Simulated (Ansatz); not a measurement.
**SiH4S (Si(SH)H3) at 6 levels**

Wanted: a comparison of 6 runs (BLYP/STO-3G, HSE06/STO-3G, UPBE0/STO-3G, revPBE/STO-3G, BCCD(T)/STO-3G, CCSD(T)/STO-3G) of SiH4S (Si(SH)H3). 

The calculation is run with Ansatz 0.2.0.

54 further runs of the same task are left out: 54 set aside as unsound or not needed.

### Step 1. The system as given

SiH4S has 6 atoms, charge 0, and is taken as a singlet. As SMILES, `[H][Si]([H])([H])S`. The H6–Si1 distance was set to 2.186 Å, away from the relaxed value. At this shape a bond of the SMILES string is far longer than usual.

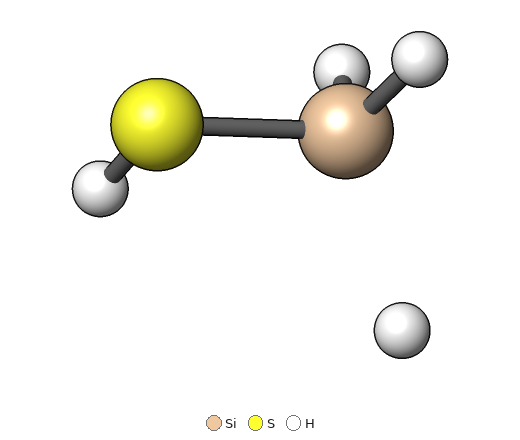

The structure, seen from a chosen angle (silicon light orange, sulfur yellow, hydrogen white).

### Step 2. A single-point energy at BLYP/STO-3G (run 1)

input.yaml reads:

```yaml
crystal:
  periodic: [false, false, false]
  atoms:
    - {symbol: Si, position_ang: [0.552261, 0.590732, -0.340863]}
    - {symbol: S, position_ang: [0.604771, 0.625092, 1.805187]}
    - {symbol: H, position_ang: [-0.705759, 0.665182, 1.998957]}
    - {symbol: H, position_ang: [1.957061, 0.584582, -0.706233]}
    - {symbol: H, position_ang: [-0.152179, 1.785872, -0.786443]}
    - {symbol: H, position_ang: [-0.500900, -1.225100, -0.952020]}
basis:
  gaussian:
    orbitals: STO-3G
hamiltonian:
  xc: {name: BLYP}
accuracy: high
```

Started as:

```sh
$ ansatz run input.yaml --threads 1 --pin off --max-ram 2610MiB --events-out events.jsonl --progress --plain --runs-dir runs
```

The program printed:

```text
Warning: RAYON_NUM_THREADS=1 ignored (pool sized by the plan → 1); use --threads N
Functional definition: BLYP
  name "BLYP"
  parameter beta = 0.0042
  parameter a = 0.04918
  parameter b = 0.132
  parameter c = 0.2533
  parameter d = 0.349
  exchange = b88_x(beta = beta)
  correlation = lyp_c(a = a, b = b, c = c, d = d)
388 factors; integrals over basis functions are off by at most 1.4e-8 eV
mean field evaluation 1: about -18559.0798 eV, gradient 2.4e1 eV
mean field evaluation 2: about -18552.5059 eV, gradient 3.6e1 eV
mean field evaluation 4: about -18561.8098 eV, gradient 2.0e0 eV
mean field evaluation 8: about -18561.7531 eV, gradient 1.2e-1 eV
mean field evaluation 16: about -18561.7532 eV, gradient 9.3e-7 eV
mean field -18561.75319637 eV, -682.1318483584 hartree, gradient 6.5e-8 eV, S^2 0.000000; 0 other end points of the search recorded, 0 dependent functions left out
reference -18561.75323553 eV, -682.1318497975 hartree; 17, 17 occupied and 5, 5 virtual orbitals, 388 factors
Total energy: -18561.75323553 eV, -682.1318497975 hartree
```

Run time: 1.3 s. Hardware: 1 thread of Arm Neoverse V1, shared host; peak memory 0.099 GiB.

### Step 3. The energy at HSE06/STO-3G (run 2)

input.yaml: that of step 2 with these lines changed.

```diff
@@ -13,3 +13,3 @@
 hamiltonian:
-  xc: {name: BLYP}
+  xc: {name: HSE06}
 accuracy: high
```

Started as:

```sh
$ ansatz run input.yaml --threads 1 --pin off --max-ram 2610MiB --events-out events.jsonl --progress --plain --runs-dir runs
```

The program printed:

```text
Warning: RAYON_NUM_THREADS=1 ignored (pool sized by the plan → 1); use --threads N
Functional definition: HSE06
  name "HSE06"
  parameter a = 0.25
  parameter omega = 0.11/bohr
  exchange = pbe_x - a*pbe_x_sr(omega) + a*exact_x_sr(omega)
  correlation = pbe_c
388 factors; integrals over basis functions are off by at most 1.4e-8 eV
62 factors; integrals over basis functions are off by at most 1.7e-9 eV
mean field evaluation 1: about -18554.6828 eV, gradient 2.0e1 eV
mean field evaluation 2: about -18552.2172 eV, gradient 2.7e1 eV
mean field evaluation 4: about -18556.6146 eV, gradient 7.0e-1 eV
mean field evaluation 8: about -18556.5617 eV, gradient 5.7e-3 eV
mean field evaluation 16: about -18556.5617 eV, gradient 4.5e-8 eV
mean field -18556.56165259 eV, -681.9410626435 hartree, gradient 4.5e-8 eV, S^2 0.000000; 0 other end points of the search recorded, 0 dependent functions left out
reference -18556.56165453 eV, -681.9410627147 hartree; 17, 17 occupied and 5, 5 virtual orbitals, 388 factors
Total energy: -18556.56165453 eV, -681.9410627147 hartree
```

Run time: 1.6 s. Hardware: 1 thread of Arm Neoverse V1, shared host; peak memory 0.1 GiB.

Run 3 isn't shown in full; the table further down has it.

### Step 4. A single-point energy at revPBE/STO-3G (run 4)

molecule.yaml reads:

```yaml
crystal:
  periodic: [false, false, false]
  atoms:
    - {symbol: Si, position_ang: [0.552261, 0.590732, -0.340863]}
    - {symbol: S, position_ang: [0.604771, 0.625092, 1.805187]}
    - {symbol: H, position_ang: [-0.705759, 0.665182, 1.998957]}
    - {symbol: H, position_ang: [1.957061, 0.584582, -0.706233]}
    - {symbol: H, position_ang: [-0.152179, 1.785872, -0.786443]}
    - {symbol: H, position_ang: [-0.500900, -1.225100, -0.952020]}
basis:
  gaussian: {orbitals: STO-3G}
hamiltonian: {xc: {name: revPBE}}
accuracy: high
```

Started as:

```sh
$ ansatz run molecule.yaml --threads 1 --pin off --max-ram 2610MiB --events-out events.jsonl --progress --plain --runs-dir runs
```

The program printed:

```text
Warning: RAYON_NUM_THREADS=1 ignored (pool sized by the plan → 1); use --threads N
Functional definition: revPBE
  name "revPBE"
  parameter kappa = 1.245
  parameter beta = 0.06672455060314922
  exchange = pbe_x(kappa = kappa, mu = beta*pi^2/3)
  correlation = pbe_c(beta = beta)
388 factors; integrals over basis functions are off by at most 1.4e-8 eV
mean field evaluation 1: about -18557.9458 eV, gradient 2.3e1 eV
mean field evaluation 2: about -18551.8084 eV, gradient 3.5e1 eV
mean field evaluation 4: about -18560.4752 eV, gradient 1.9e0 eV
mean field evaluation 8: about -18560.4164 eV, gradient 9.9e-2 eV
mean field evaluation 16: about -18560.4165 eV, gradient 1.1e-6 eV
mean field -18560.41649152 eV, -682.0827253612 hartree, gradient 7.8e-9 eV, S^2 0.000000; 0 other end points of the search recorded, 0 dependent functions left out
reference -18560.41649393 eV, -682.0827254496 hartree; 17, 17 occupied and 5, 5 virtual orbitals, 388 factors
Total energy: -18560.41649393 eV, -682.0827254496 hartree
```

Run time: 1.3 s. Hardware: 1 thread of Arm Neoverse V1, shared host; peak memory 0.099 GiB.

Run 5 isn't shown in full; the table further down has it.

### Step 5. A single-point energy at CCSD(T)/STO-3G (run 6)

job.yaml reads:

```yaml
crystal:
  periodic: [false, false, false]
  atoms:
    - symbol: Si
      position_ang: [0.552261, 0.590732, -0.340863]
    - symbol: S
      position_ang: [0.604771, 0.625092, 1.805187]
    - symbol: H
      position_ang: [-0.705759, 0.665182, 1.998957]
    - symbol: H
      position_ang: [1.957061, 0.584582, -0.706233]
    - symbol: H
      position_ang: [-0.152179, 1.785872, -0.786443]
    - symbol: H
      position_ang: [-0.500900, -1.225100, -0.952020]
basis:
  gaussian: {orbitals: STO-3G}
total_charge: 0
correlation: {method: ccsd_t, frozen_orbitals: {H: 0, S: 5, Si: 5}}
accuracy: high
scf: {omitted_lower_state_checks: [cluster_reference, increment]}
```

Started as:

```sh
$ ansatz run job.yaml --threads 1 --pin off --max-ram 2610MiB --events-out events.jsonl --progress --plain --runs-dir runs
```

The program printed, shortened:

```text
Warning: RAYON_NUM_THREADS=1 ignored (pool sized by the plan → 1); use --threads N
Functional definition: HF
  name "HF"
[...]
388 factors; integrals over basis functions are off by at most 1.4e-8 eV
[...]
mean field -18530.17352452 eV, -680.9713168234 hartree, gradient 1.2e-8 eV, S^2 0.000000; 0 other end points of the search recorded, 0 dependent functions left out; unrestricted orbitals would lower it
10 core orbitals not correlated: weight in the atoms' cores, before any rotation towards them, 1.000 or more for the frozen orbitals, at most 0.000 for the correlated occupied ones
reference -18530.17352452 eV, -680.9713168234 hartree; 7, 7 occupied and 5, 5 virtual orbitals, 388 factors
second order -2.30514167 eV of doubles, -0.00000000 eV of singles
cycle   1  -3.04430681 eV  change   -7.4e-1 eV  update   9.5e-2
[...]
cycle  21  -3.53023526 eV  change  -7.8e-10 eV  update   1.2e-9
perturbative correction -0.04740390 eV, -0.0017420614 hartree
Total energy: -18533.75116368 eV, -681.1027926375 hartree
Checks for a lower state left out: cluster_reference, increment
```

Wall time 0.18 s (1 thread of Arm Neoverse V1, shared host).

### Step 6. The series

```
run           level  frozen core orbitals  energy (Eh)  wall time
  1     BLYP/STO-3G                     –  -682.131850      1.3 s
  2    HSE06/STO-3G                     –  -681.941063      1.6 s
  3    UPBE0/STO-3G                     –  -681.954743      2.2 s
  4   revPBE/STO-3G                     –  -682.082725      1.3 s
  5  BCCD(T)/STO-3G                    10  -681.102778     0.22 s
  6  CCSD(T)/STO-3G                    10  -681.102793     0.18 s
```

### Step 7. Outcome

| quantity | value |
| --- | --- |
| run 6: total energy | -681.10279 Eh |
| run 6: correlation energy (10 core orbitals frozen) | -131.5 mEh |
| run 6: (T) correction | -1.74 mEh |
| run 6: T1 diagnostic | 0.009 |

**Reading.** Totals of different functionals can't be ranked against each other. In runs 5, 6 the log says that unrestricted orbitals would lower the reference, so the values rest on an unstable closed-shell determinant (other closed-shell runs at this shape may share the fault). In runs 1, 2, 3, 4, 5, 6 the basis is minimal, so the values are rough. All runs together took 6.8 s, the longest 2.2 s.
